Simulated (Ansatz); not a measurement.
**wB97M-V/cc-pVDZ run of C2H6Si (SMILES CC[SiH])**

What is the energy change on altering one bond length of C2H6Si at wB97M-V/cc-pVDZ? 

The calculation is run with Ansatz 0.2.0.

60 further runs of the same task are left out: 60 set aside as unsound or not needed.

## (1) The molecule

C2H6Si: 9 atoms, total charge 0, spin state singlet. As SMILES, `CC[SiH]`. The shape is that of a PBE0-D4/def2-TZVP optimisation. This is one conformer, not always the lowest.

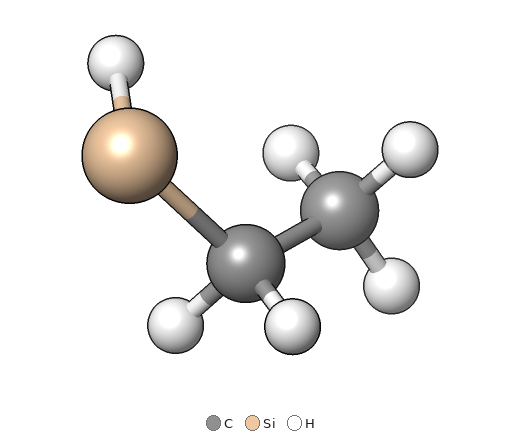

The structure, seen from a chosen angle (carbon grey, silicon light orange, hydrogen white).

## (2) The energy at wB97M-V/cc-pVDZ

File job.yaml:

```yaml
crystal:
  periodic: [false, false, false]
  atoms:
    - symbol: C
      position_ang: [-0.593600, 0.495600, -0.562700]
    - symbol: C
      position_ang: [0.423400, -0.563800, -0.158900]
    - symbol: Si
      position_ang: [1.475100, -0.358700, 1.398700]
    - symbol: H
      position_ang: [-1.208900, 0.173100, -1.407700]
    - symbol: H
      position_ang: [-0.098000, 1.423000, -0.860500]
    - symbol: H
      position_ang: [-1.258400, 0.736300, 0.269500]
    - symbol: H
      position_ang: [1.051000, -0.864800, -1.004300]
    - symbol: H
      position_ang: [-0.103000, -1.497700, 0.133400]
    - symbol: H
      position_ang: [0.401100, 0.410600, 2.175300]
basis:
  gaussian:
    orbitals: cc-pVDZ
hamiltonian:
  xc: {name: wB97M-V}
accuracy: high
output: {orbitals: {seedname: orbitals}}
```

Command:

```sh
$ ansatz run job.yaml --threads 1 --pin off --max-ram 3480MiB --events-out events.jsonl --progress --plain --runs-dir runs
```

The program printed:

```text
Warning: RAYON_NUM_THREADS=1 ignored (pool sized by the plan → 1); use --threads N
Functional definition: wB97M-V
  name "wB97M-V"
  parameter omega = 0.3/bohr
  parameter cx = 0.15
  parameter cx01 = 1.007
  parameter cx10 = 0.259
  parameter css00 = 0.443
  parameter css04 = -1.437
  parameter css10 = -4.535
  parameter css20 = -3.390
  parameter css43 = 4.278
  parameter cos00 = 1.000
  parameter cos10 = 1.358
  parameter cos20 = 2.924
  parameter cos21 = -8.812
  parameter cos60 = -1.390
  parameter cos61 = 9.142
  parameter b = 6.0
  parameter c = 0.01
  gx(w, u) = 1 - cx + cx01*u + cx10*w
  gss(w, u) = css00 + css04*u^4 + css10*w + css20*w^2 + css43*w^4*u^3
  gos(w, u) = cos00 + cos10*w + (cos20 + cos21*u)*w^2 + (cos60 + cos61*u)*w^6
  exchange = spin_sum(e_x_unif_sr(omega)*gx(b97_w, b97_u_x)) + cx*exact_x_sr(omega) + exact_x_lr(omega)
  correlation = spin_sum(e_c_pw_mod_same_spin*gss(b97_w, b97_u_same))
      + integral(e_c_pw_mod_opposite_spin*gos(b97_w_opposite, b97_u_opposite)) + vv10(b, c)
1848 factors; integrals over basis functions are off by at most 3.7e-9 eV
356 factors; integrals over basis functions are off by at most 2.4e-9 eV
mean field evaluation 1: about -10042.4202 eV, gradient 3.5e1 eV
mean field evaluation 2: about -10043.4533 eV, gradient 2.9e1 eV
mean field evaluation 4: about -10045.5900 eV, gradient 6.9e-1 eV
mean field evaluation 8: about -10045.5948 eV, gradient 9.6e-3 eV
mean field evaluation 16: about -10045.5948 eV, gradient 5.3e-5 eV
mean field -10045.59476926 eV, -369.1687986215 hartree, gradient 9.5e-8 eV, S^2 0.000000; 0 other end points of the search recorded, 0 dependent functions left out
reference -10045.59477332 eV, -369.1687987707 hartree; 16, 16 occupied and 60, 60 virtual orbitals, 1848 factors
Total energy: -10045.59477332 eV, -369.1687987707 hartree
```

Wall time 51 s (1 thread of Arm Neoverse V1, shared host); peak memory 0.45 GiB.

## (3) The distorted shape at the same level

File in.yaml:

```yaml
crystal:
  periodic: [false, false, false]
  atoms:
    - symbol: C
      position_ang: [-0.909087, 0.434075, -1.029946]
    - symbol: C
      position_ang: [0.107913, -0.625325, -0.626146]
    - symbol: Si
      position_ang: [1.475100, -0.358700, 1.398700]
    - symbol: H
      position_ang: [-1.524387, 0.111575, -1.874946]
    - symbol: H
      position_ang: [-0.413487, 1.361475, -1.327746]
    - symbol: H
      position_ang: [-1.573887, 0.674775, -0.197746]
    - symbol: H
      position_ang: [0.735513, -0.926325, -1.471546]
    - symbol: H
      position_ang: [-0.418487, -1.559225, -0.333846]
    - symbol: H
      position_ang: [0.401100, 0.410600, 2.175300]
basis:
  gaussian: {orbitals: cc-pVDZ}
total_charge: 0
hamiltonian: {xc: {name: wB97M-V}}
accuracy: high
output: {orbitals: {seedname: orbitals}}
```

Command:

```sh
$ ansatz run in.yaml --threads 1 --pin off --max-ram 3480MiB --events-out events.jsonl --progress --plain --runs-dir runs
```

The program printed, cut to the lines that bear on the results:

```text
Warning: RAYON_NUM_THREADS=1 ignored (pool sized by the plan → 1); use --threads N
[... 2 set-up lines as earlier in the session ...]
[...]
  gx(w, u) = 1 - cx + cx01*u + cx10*w
  gss(w, u) = css00 + css04*u^4 + css10*w + css20*w^2 + css43*w^4*u^3
  gos(w, u) = cos00 + cos10*w + (cos20 + cos21*u)*w^2 + (cos60 + cos61*u)*w^6
[...]
      + integral(e_c_pw_mod_opposite_spin*gos(b97_w_opposite, b97_u_opposite)) + vv10(b, c)
1827 factors; integrals over basis functions are off by at most 3.7e-9 eV
370 factors; integrals over basis functions are off by at most 2.5e-9 eV
[...]
mean field -10044.41906972 eV, -369.1255924606 hartree, gradient 5.5e-8 eV, S^2 0.000000; 0 other end points of the search recorded, 0 dependent functions left out
reference -10044.41907397 eV, -369.1255926167 hartree; 16, 16 occupied and 60, 60 virtual orbitals, 1827 factors
Total energy: -10044.41907397 eV, -369.1255926167 hartree
```

It took 55 s on 1 thread of Arm Neoverse V1, shared host; peak memory 0.45 GiB.

## (4) Results

At wB97M-V/cc-pVDZ:

```
                                                          quantity          value
                                         first shape: total energy  -369.16880 Eh
                                          first shape: HOMO energy       -8.22 eV
                                          first shape: LUMO energy       -0.36 eV
                                        first shape: HOMO–LUMO gap        7.86 eV
                                     distorted shape: total energy  -369.12559 Eh
                                      distorted shape: HOMO energy       -8.09 eV
                                      distorted shape: LUMO energy       -0.92 eV
                                    distorted shape: HOMO–LUMO gap        7.17 eV
energy change with the C2–Si3 bond stretched from 1.891 to 2.458 Å       1.176 eV
```

**Reading.** With the C2–Si3 bond stretched from 1.891 to 2.458 Å the energy rises by 1.18 eV (113 kJ/mol). The first shape isn't relaxed at this level, so the change isn't measured from a minimum.
